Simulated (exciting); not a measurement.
Two BSE runs for the Lu L₃ edge of LuTlO2, space group R-3m. Run A: exciting, all-electron LAPW+lo, LDA, exchange and screened direct term (singlet BSE), 3×3×3 shifted k points, 29 conduction bands, |G+q| up to 3 bohr⁻¹ (2 in the exchange term), full RPA screening with nempty = 54, Lorentzian half width 2.34 eV. Run B differs in one setting: k mesh, kernel cutoff, basis, band set, screening or width.

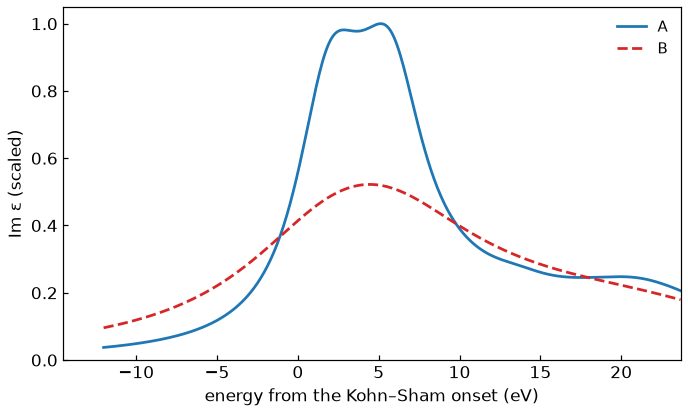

Energy from the Kohn–Sham onset, core level to the lowest empty state found on the meshes used; one zero for both, scaled to A's maximum.

**Question.** Which is the likeliest?

The half width (eV) from 2.34 to 7.02. Against run A the r.m.s. difference is 41 %. The highest maximum lies at 4.4 eV (0.52), against 5.1 eV (1.00). Only the width of each line changes; the area stays. A table step wider than the lines misses their tops. Other settings could leave a like mark; this is the change that was made.

[Hosts, paths, dates, database ids (printed as entryN), source tags and the programs' standing remarks are cut or masked in the printed files.]
